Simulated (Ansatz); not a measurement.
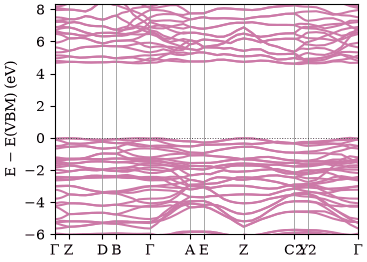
Figure: Band structure from plane-wave PAW r²SCAN (Ansatz code)

The gap is 4.35 eV; an edge lies off the plotted path or next to a special point (maximum off the standard path, minimum off the standard path).

The material is As$_{2}$O$_{3}$ in space group P2_1/c (No. 14; Pearson symbol mP20).

The workflow started from a Materials Project entry (that database holds measured and hypothetical structures alike); the Crystallography Open Database files this formula in space group No. 14, but the cells were not matched. Its standing as an ambient phase is unchecked. Symmetry was held in the r²SCAN relaxation; whether a distortion lowers the energy is not shown. A crystal of weakly bound layers computed without a dispersion correction: the cell and the soft elastic constants depend strongly on that. Spin–orbit coupling is left out wherever it is not named.

Potentials: the earlier of the program's two PAW sets.
